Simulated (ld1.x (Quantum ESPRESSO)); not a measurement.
# Pseudopotential generation for Mn (part 2 of 2)

Continued. System: manganese (Mn, Z = 25), core [Ne], reference valence 3s2 3p6 3d6 4s1 4p0, valence charge 15. Method: TM potential, PBE, scalar-relativistic, made with ld1.x (Quantum ESPRESSO) 7.5.

## Output of the test run (extracts), continued
```
     ---------------------- Testing the pseudopotential ----------------------

     Mn
     scalar relativistic calculation

     atomic number is 25.00   valence charge is 15.00
     dft =PBE   lsd =0 sic =0 latt =0  beta=0.20 tr2=1.0E-14
     mesh =1187 r(mesh) = 100.09544 xmin = -7.00 dx = 0.01250

     n l     nl             e AE (Ry)        e PS (Ry)    De AE-PS (Ry)
     1 0     3S   1( 2.00)       -6.43159       -6.43268        0.00109
     2 1     3P   1( 6.00)       -4.13239       -4.13317        0.00078
     3 2     3D   1( 5.00)       -0.61256       -0.61202       -0.00054
     2 0     4S   1( 1.00)       -0.44785       -0.44483       -0.00302
     3 1     4P   1( 1.00)       -0.15570       -0.15573        0.00003

     eps = 9.1E-15  iter = 21

     Etot =   -2316.310673 Ry,   -1158.155336 Ha,  -31515.012189 eV
     Etotps =  -206.449324 Ry,    -103.224662 Ha,   -2808.886150 eV
     dEtot_ae =       0.309808 Ry
     dEtot_ps =       0.309535 Ry,   Delta E=       0.000272 Ry

     Ekin =     105.904880 Ry,      52.952440 Ha,    1440.909297 eV
     Encl =    -439.164288 Ry,    -219.582144 Ha,   -5975.134530 eV
     Ehrt =     171.795469 Ry,      85.897734 Ha,    2337.396431 eV
     Ecxc =     -22.174112 Ry,     -11.087056 Ha,    -301.694162 eV
     Epseu=     -22.811273 Ry,     -11.405637 Ha,    -310.363185 eV

     ---------------------- End of pseudopotential test ----------------------

     ---------------------- Testing the pseudopotential ----------------------

     Mn
     scalar relativistic calculation

     atomic number is 25.00   valence charge is 15.00
     dft =PBE   lsd =0 sic =0 latt =0  beta=0.20 tr2=1.0E-14
     mesh =1187 r(mesh) = 100.09544 xmin = -7.00 dx = 0.01250

     n l     nl             e AE (Ry)        e PS (Ry)    De AE-PS (Ry)
     1 0     3S   1( 2.00)       -8.95436       -8.95660        0.00224
     2 1     3P   1( 6.00)       -6.63637       -6.63759        0.00122
     3 2     3D   1( 4.00)       -3.02839       -3.02388       -0.00451
     2 0     4S   1( 0.00)       -2.21721       -2.21059       -0.00662  !
     3 1     4P   1( 0.00)       -1.72124       -1.72279        0.00155

     eps = 6.3E-15  iter = 23

     Etot =   -2312.438988 Ry,   -1156.219494 Ha,  -31462.335241 eV
     Etotps =  -202.583714 Ry,    -101.291857 Ha,   -2756.291843 eV
     dEtot_ae =       4.181492 Ry
     dEtot_ps =       4.175146 Ry,   Delta E=       0.006346 Ry

     Ekin =     101.410309 Ry,      50.705155 Ha,    1379.757549 eV
     Encl =    -400.423008 Ry,    -200.211504 Ha,   -5448.032566 eV
     Ehrt =     138.873084 Ry,      69.436542 Ha,    1889.464565 eV
     Ecxc =     -20.371333 Ry,     -10.185666 Ha,    -277.166099 eV
     Epseu=     -22.072767 Ry,     -11.036383 Ha,    -300.315291 eV

     ---------------------- End of pseudopotential test ----------------------

     ---------------------- Testing the pseudopotential ----------------------

     Mn
     scalar relativistic calculation

     atomic number is 25.00   valence charge is 15.00
     dft =PBE   lsd =0 sic =0 latt =0  beta=0.20 tr2=1.0E-14
     mesh =1187 r(mesh) = 100.09544 xmin = -7.00 dx = 0.01250

     n l     nl             e AE (Ry)        e PS (Ry)    De AE-PS (Ry)
     1 0     3S   1( 2.00)       -6.14027       -6.14167        0.00140
     2 1     3P   1( 6.00)       -3.84664       -3.84768        0.00103
     3 2     3D   1( 5.50)       -0.35949       -0.36015        0.00065
     2 0     4S   1( 1.50)       -0.33681       -0.33490       -0.00190
     3 1     4P   1( 0.00)       -0.08287       -0.08325        0.00039

     eps = 6.6E-15  iter = 19

     Etot =   -2316.629599 Ry,   -1158.314799 Ha,  -31519.351400 eV
     Etotps =  -206.766864 Ry,    -103.383432 Ha,   -2813.206494 eV
     dEtot_ae =      -0.009119 Ry
     dEtot_ps =      -0.008004 Ry,   Delta E=      -0.001115 Ry

     Ekin =     106.867033 Ry,      53.433516 Ha,    1454.000050 eV
     Encl =    -443.750072 Ry,    -221.875036 Ha,   -6037.527301 eV
     Ehrt =     175.685465 Ry,      87.842733 Ha,    2390.322528 eV
     Ecxc =     -22.486544 Ry,     -11.243272 Ha,    -305.945013 eV
     Epseu=     -23.082746 Ry,     -11.541373 Ha,    -314.056758 eV

     ---------------------- End of pseudopotential test ----------------------

     ---------------------- Testing the pseudopotential ----------------------

     Mn
     scalar relativistic calculation

     atomic number is 25.00   valence charge is 15.00
     dft =PBE   lsd =0 sic =0 latt =0  beta=0.20 tr2=1.0E-14
     mesh =1187 r(mesh) = 100.09544 xmin = -7.00 dx = 0.01250

     n l     nl             e AE (Ry)        e PS (Ry)    De AE-PS (Ry)
     1 0     3S   1( 2.00)       -6.84694       -6.85038        0.00345
     2 1     3P   1( 6.00)       -4.53200       -4.53522        0.00322
     3 2     3D   1( 4.00)       -0.95515       -0.95266       -0.00249
     2 0     4S   1( 2.00)       -0.52826       -0.52519       -0.00307
     3 1     4P   1( 1.00)       -0.19277       -0.19343        0.00066

     eps = 1.3E-15  iter = 18

     Etot =   -2316.020807 Ry,   -1158.010403 Ha,  -31511.068361 eV
     Etotps =  -206.157633 Ry,    -103.078816 Ha,   -2804.917485 eV
     dEtot_ae =       0.599673 Ry
     dEtot_ps =       0.601227 Ry,   Delta E=      -0.001553 Ry

     Ekin =     101.748351 Ry,      50.874176 Ha,    1384.356841 eV
     Encl =    -432.077437 Ry,    -216.038718 Ha,   -5878.713008 eV
     Ehrt =     166.685519 Ry,      83.342760 Ha,    2267.872021 eV
     Ecxc =     -21.603852 Ry,     -10.801926 Ha,    -293.935383 eV
     Epseu=     -20.910214 Ry,     -10.455107 Ha,    -284.497957 eV

     ---------------------- End of pseudopotential test ----------------------
```

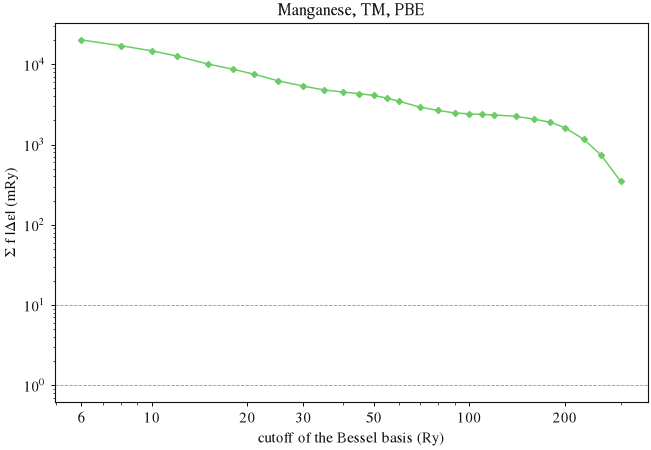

*The pseudo-atom Hamiltonian at the reference potential is diagonalised in spherical Bessel functions (20 bohr box) up to the cutoff. Curve: occupation-weighted sum of the valence levels' distances from their values at 400 Ry.*

- Error at 12 Ry: about 13000 mRy.
- Cutoffs for 10 and 1 mRy in the occupation-weighted sum of levels: over 300 Ry and over 300 Ry, on the ladder of cutoffs that was run.

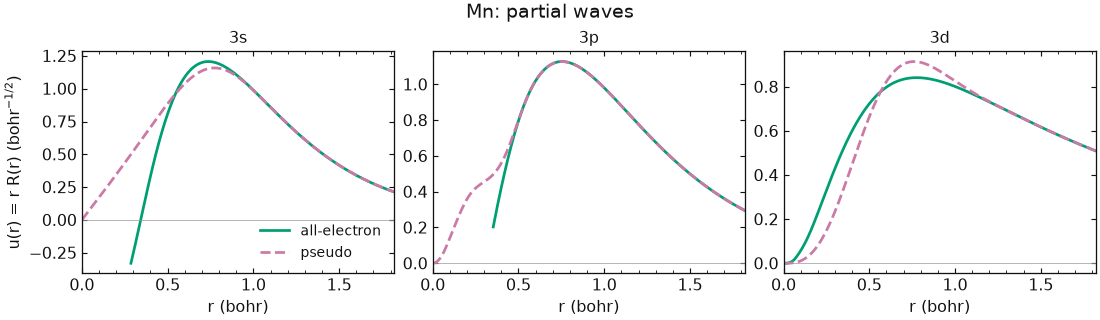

*Pseudo-waves (dashed) against the all-electron radial functions (solid). The innermost oscillations of some all-electron curves aren't drawn. Reference configuration 3s2 3p6 3d6 4s1 4p0.*

- Matching radii: 3s at 1.15 bohr; 3p at 0.56 bohr; 3d at 1.40 bohr. The curves merge smoothly, so the plot gives these only roughly.
- Nodes of the pseudo-waves: 3s has no node; 3p has no node; 3d has no node.
- Cutoffs needed: over 300 Ry (loose) and over 300 Ry (tight), as the cutoffs, on a coarse ladder, from which the occupation-weighted sum of valence levels, in a spherical-Bessel basis at the reference potential, stays within 10 and 1 mRy of its value at 400 Ry.

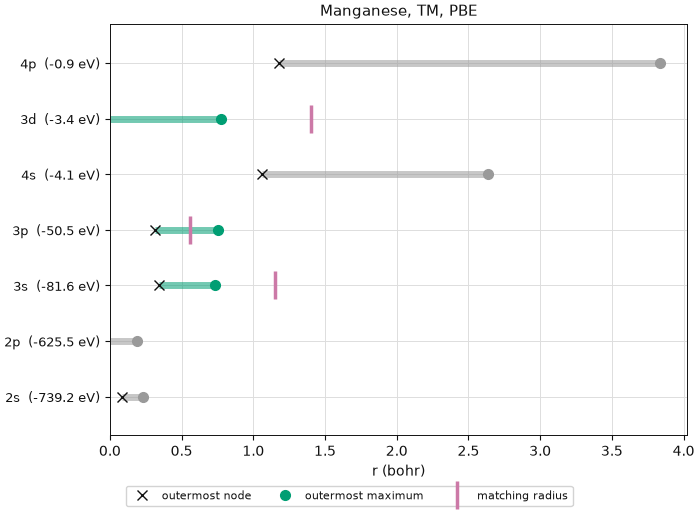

*Outer shells of the all-electron reference atom: each bar runs from the outermost node (or the nucleus) to the outermost maximum of u(r); the tick is the radius chosen for the pseudo-wave. Shells without a tick have no pseudo-wave of their own. Levels, nodes and maxima are from ld1.x, scalar-relativistic.*

- Radii against the shells: 3s: 1.15 bohr, outside the maximum; 3p: 0.56 bohr, between node and maximum; 3d: 1.40 bohr, outside the maximum.

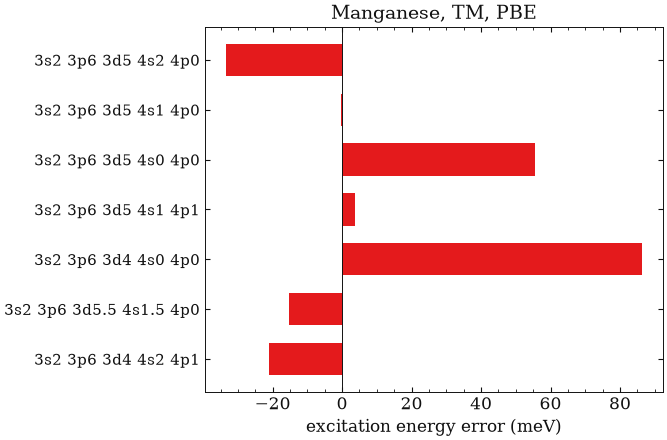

*Errors, all-electron minus pseudo, of the energies of valence configurations relative to the unpolarised reference 3s2 3p6 3d6 4s1 4p0.*

- Worst configuration: 3s2 3p6 3d4 4s0 4p0 (charge +3): the error is +86 meV on an all-electron energy of +56.89 eV relative to the reference, or 0.15 %.
- Errors in meV: 3s2 3p6 3d5 4s2 4p0: -33; 3s2 3p6 3d5 4s1 4p0: -0.4; 3s2 3p6 3d5 4s0 4p0: +55; 3s2 3p6 3d5 4s1 4p1: +3.7; 3s2 3p6 3d4 4s0 4p0: +86; 3s2 3p6 3d5.5 4s1.5 4p0: -15; 3s2 3p6 3d4 4s2 4p1: -21.
- Configurations within 10 meV and within 50 meV: 2 and 5 of 7.

Outcome of the run: generated.
